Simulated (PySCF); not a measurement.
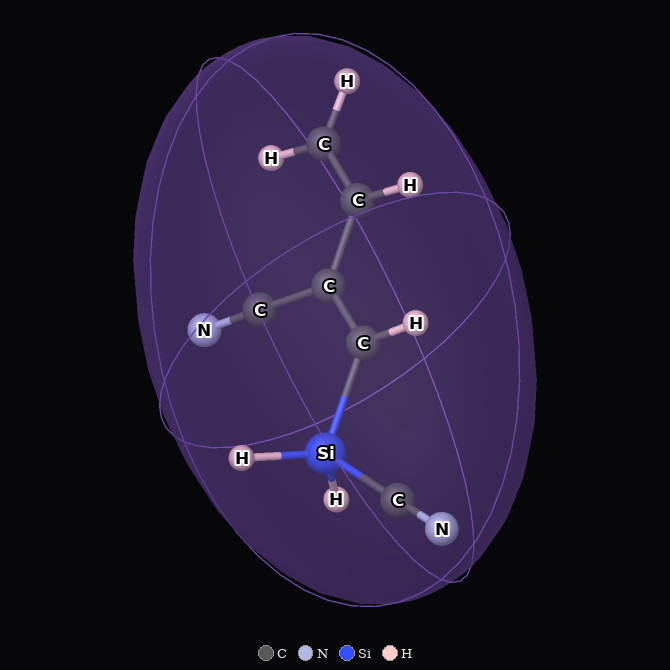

The ellipsoid shows the static dipole polarisability: its half-axes are proportional to the principal values. Computed geometry: GFN2-xTB optimisation. No frequency run is at hand to confirm it as a minimum. Method: CAM-B3LYP/def2-SVPD (PySCF 2.14.0).

Question. Give the principal values, the mean and the anisotropy.

Answer. Principal values 67.2, 99.3, 158.3 bohr³; mean 108.2 bohr³ (16.04 Å³); anisotropy 80.0 bohr³, so the longest axis is 2.36 times the shortest.

The geometry is semi-empirical. Around Si such bond lengths and angles can be off by a tenth of an ångström or more and by several degrees, and values that hang on the shape move with them.
